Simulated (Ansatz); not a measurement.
```yaml
atoms:
  - { symbol: C, position_ang: [-0.6026, 0.6978, 0.4625] }
  - { symbol: C, position_ang: [-1.8775, 0.3322, 0.1691] }
  - { symbol: B, position_ang: [-1.0372, 0.8325, -0.9615] }
  - { symbol: F, position_ang: [-0.8373, 1.1453, -2.2200] }
  - { symbol: Li, position_ang: [-1.5226, 0.0729, 2.0945] }
```

Geometry: r2SCAN-D4/def2-SVP.

The calculation used isolated molecule in a Gaussian basis; Kohn-Sham density functional theory, functional PBE0 in Ansatz 0.2.0.

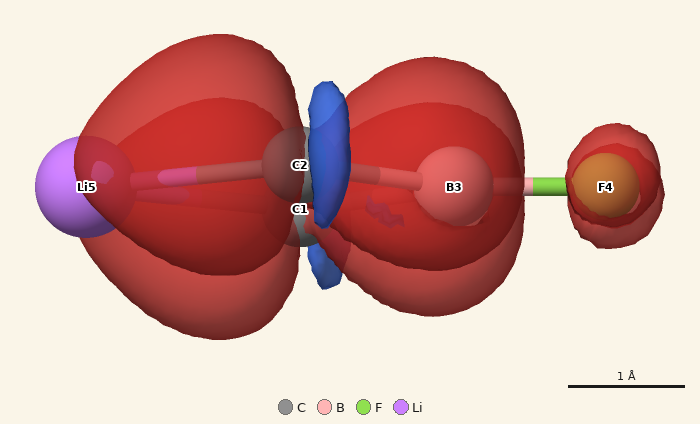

C2BFLi (SMILES FB1[C]2[Li-][C+]12) (doublet). Isosurfaces of the spin density (α minus β) at +0.015 (red) and −0.015 e/Å³ (blue), seen from one side.

Question: Describe the spin distribution.

Answer: The unpaired spin (1 electron) lies mostly on C1 (about 0.3), C2 (about 0.3), B3 (about 0.2) and Li5 (about 0.1), in electrons by Hirshfeld's partition.
